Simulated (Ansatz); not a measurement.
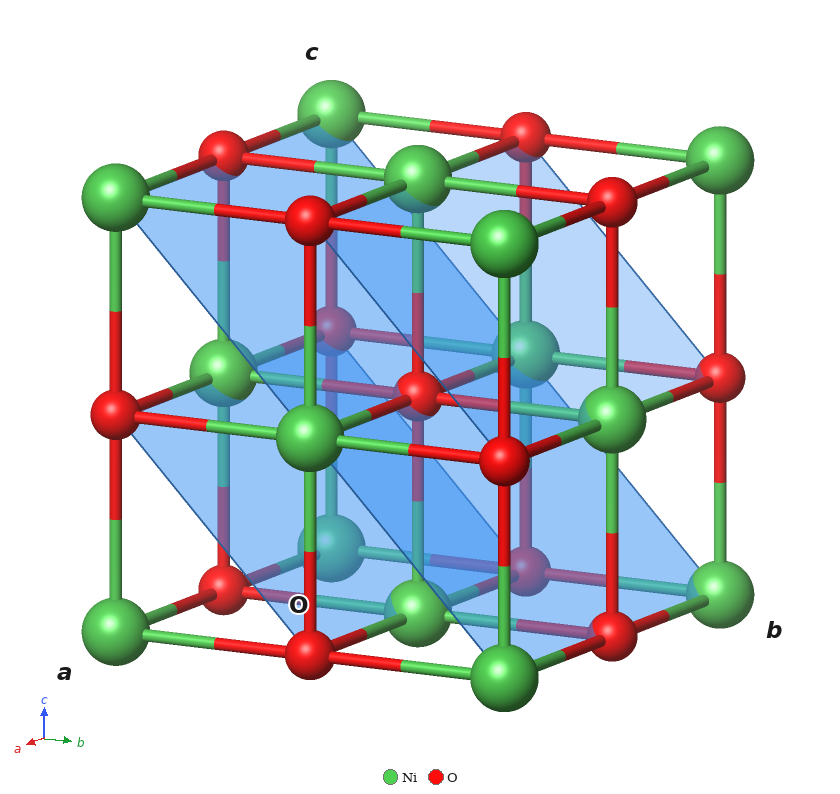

Every member of one family of equally spaced planes, hx + ky + lz = a whole number, that cuts the unit cell is shaded (one member passes through the origin O, touching the cell only at an edge or corner). Crystal: NiO, the input geometry of an electronic-structure calculation (not necessarily at equilibrium). Symmetry computed with spglib at a tolerance of 0.002 Å; standard conventional cell.

a = 4.190 Å, b = 4.190 Å, c = 4.190 Å, α = 90.00°, β = 90.00°, γ = 90.00°.

### Index the planes.

(0 2 2); the opposite sign names the same planes. The member next to the origin meets the axes a never, b at 1/2, c at 1/2.

### What is the spacing?

d = 1.481 Å.

### Which atoms of the cell lie in these planes (within 0.03 Å)?

all 4 Ni, all 4 O.
